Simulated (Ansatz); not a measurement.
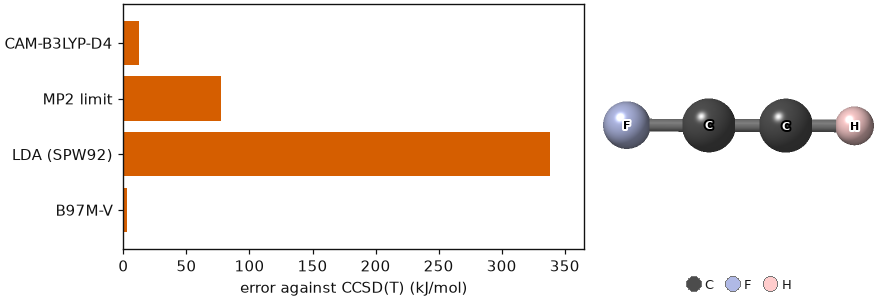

Error in the electronic atomisation energy (method less reference, so positive means overbinding) of C₂HF, SMILES C#CF: functionals in def2-TZVPP against frozen-core CCSD(T) at the limit (scheme: direct), which gives 1657.0 kJ/mol, at a PBE0-D4/def2-TZVP geometry (a minimum by its frequencies), no zero-point or spin-orbit term, the Ansatz code. The reference leaves out core correlation, a term that grows with the number of heavy atoms. Limit means the basis limit.

Q: What range do the values span?

A: From 2.8 kJ/mol (B97M-V) to 338.4 kJ/mol (LDA (SPW92)).

Q: Give the values.

A:
```
       level  kJ/mol
CAM-B3LYP-D4    12.0
   MP2 limit    77.2
 LDA (SPW92)   338.4
      B97M-V     2.8
```
